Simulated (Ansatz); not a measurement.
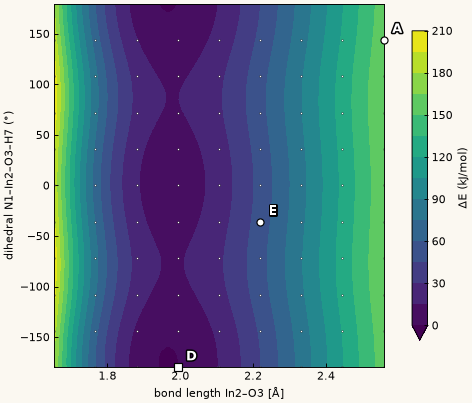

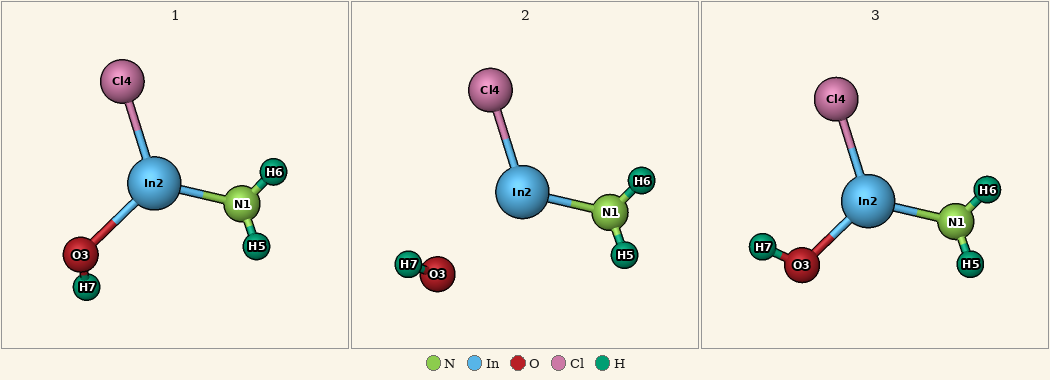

ClH₃InNO, SMILES [NH2][In]([OH])[Cl]. Coordinates scanned: (1) bond length In2–O3; (2) dihedral N1–In2–O3–H7. Nothing is relaxed (all other coordinates rigid). Grid: 9 × 10 points. All energies are given in kJ/mol relative to the lowest grid point. The restricted reference is unstable at some or all points, so the energies there are unreliable. Computed with RHF-MP2, frozen core/def2-TZVP (Ansatz 0.2.0).

Drawn: filled contours, dots at the grid points, lettered points. Between grid points the surface is interpolated. The numbered pictures are the structures at these points, in random order.

Which structure belongs to which point?

A is structure 2: bond length In2–O3 = 2.559 Å, dihedral N1–In2–O3–H7 = 144°, 160 kJ/mol; D is structure 3: bond length In2–O3 = 1.993 Å, dihedral N1–In2–O3–H7 = −180°, 0 kJ/mol; E is structure 1: bond length In2–O3 = 2.219 Å, dihedral N1–In2–O3–H7 = −36°, 52 kJ/mol.
